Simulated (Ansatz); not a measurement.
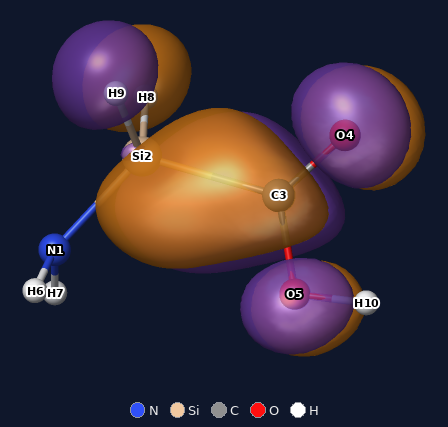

Figure. CH₅NO₂Si (SMILES N[SiH2]C(=O)O). The LUMO at ±0.08 Å⁻³ᐟ² (orange and purple are the two phases), seen at a tilt.

Level of theory: RKS PBE0-D4/def2-SVP (Ansatz).

| atom | x (Å) | y (Å) | z (Å) |
| --- | --- | --- | --- |
| N | 1.2095 | 1.3112 | 0.3866 |
| Si | 0.3220 | -0.0860 | 0.8634 |
| C | -0.8664 | -0.8813 | -0.4379 |
| O | -1.5200 | -1.8649 | -0.1969 |
| O | -0.9153 | -0.2616 | -1.6287 |
| H | 0.7229 | 2.1907 | 0.2532 |
| H | 1.9653 | 1.2184 | -0.2831 |
| H | 1.2746 | -1.1769 | 1.2125 |
| H | -0.5634 | 0.2627 | 2.0097 |
| H | -1.5462 | -0.7636 | -2.1756 |

### What is the character of this orbital?

By Hirshfeld shares it lies mainly on C3 (about 35 %), O4 (about 25 %), Si2 (about 20 %) and O5 (about 10 %). Its energy is −0.23 eV.
